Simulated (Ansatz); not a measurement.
**C2H8BClSi (SMILES CBC[SiH2]Cl): density, localisation and related maps**

Input

```
crystal:
  periodic: [false, false, false]
  atoms:
    - symbol: C
      position_ang: [-0.228899, -1.795314, -0.581978]
    - symbol: C
      position_ang: [2.237264, -0.681824, -1.157517]
    - symbol: B
      position_ang: [0.838489, -1.236619, -1.583577]
    - symbol: Cl
      position_ang: [0.867539, 1.999565, 0.149358]
    - symbol: Si
      position_ang: [2.272793, 1.202751, -1.176303]
    - symbol: H
      position_ang: [-0.417447, -2.854398, -0.821271]
    - symbol: H
      position_ang: [0.039095, -1.728057, 0.477870]
    - symbol: H
      position_ang: [-1.198025, -1.297921, -0.731505]
    - symbol: H
      position_ang: [0.564714, -1.215636, -2.754771]
    - symbol: H
      position_ang: [3.014796, -0.941968, -1.893520]
    - symbol: H
      position_ang: [2.564650, -1.008667, -0.162205]
    - symbol: H
      position_ang: [3.599769, 1.707829, -0.745223]
    - symbol: H
      position_ang: [1.952338, 1.734149, -2.522970]
basis:
  gaussian: {orbitals: def2-SVPD}
hamiltonian: {xc: pbe0}
output: {forces: true, orbitals: {seedname: orbitals}}
```

Launched as:

```sh
ansatz run input.yaml --threads 2 --pin off --max-ram 4350MiB --events-out events.jsonl --progress --plain --runs-dir runs
```

Geometry: B3LYP/6-31G*.

Computed with isolated molecule in a Gaussian basis; Kohn-Sham density functional theory, functional PBE0 in Ansatz.

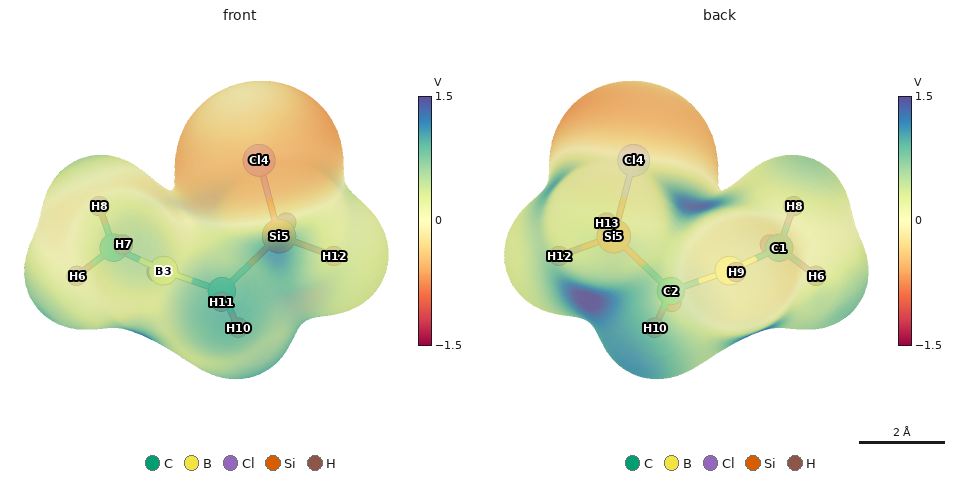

Figure 1. The molecular electrostatic potential painted on the density surface at 0.002 e/bohr³, seen from the front and from behind; the colour scale runs from red (negative) to blue (positive).

**Which sites attract a positive test charge, and which a negative one?**

A positive charge is drawn to the negative regions and a negative charge to the positive ones. The most negative region (about −0.6 V, or −14 kcal/mol for a unit charge) lies over Cl4, the most positive (about +1.4 V, or +32 kcal/mol for a unit charge) over B3 and Si5.

**What dipole moment does the calculation give?**

Its dipole moment is 1.86 D.

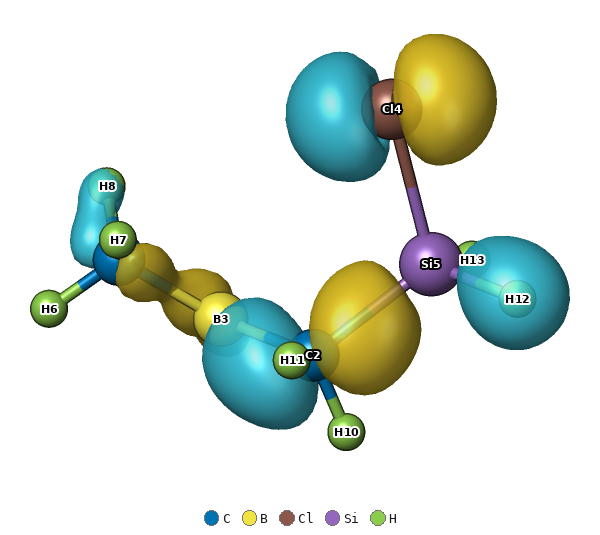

Figure 2. The HOMO at ±0.15 Å⁻³ᐟ² (yellow and cyan are the two phases), seen at a tilt.

**Describe this orbital and give its energy.**

By Hirshfeld shares it lies mainly on Cl4 (about 35 %), C2 (about 20 %), Si5 (about 15 %), H12 (about 10 %) and B3 (about 10 %). Its energy is −8.68 eV.

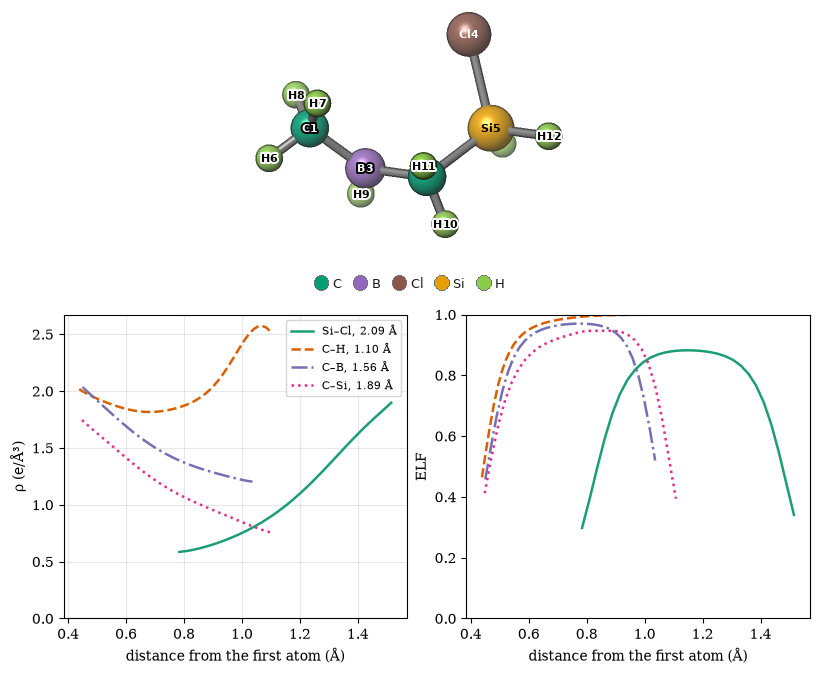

Figure 3. Electron density and electron localisation function along straight lines between neighbouring atoms. The curves leave out the atomic cores. The structure is drawn too.

**What kind of bonding do the profiles show?**

Si–Cl (2.09 Å): ρ at the midpoint is about 0.81 e/Å³; the ELF peaks at about 0.90 between the atoms: a shared but strongly polarised pair.
C–H (1.10 Å): ρ at the midpoint is about 1.9 e/Å³; the ELF climbs to about 1 towards the hydrogen, as it does in any bond to H; a covalent bond by its length.
C–B (1.56 Å): ρ at the midpoint is about 1.4 e/Å³; the ELF peaks at about 1 between the atoms: localised, covalent bonding.
C–Si (1.89 Å): the density is about 0.91 e/Å³ at the midpoint; the ELF peaks at about 0.95 between the atoms, as expected for a shared electron pair.
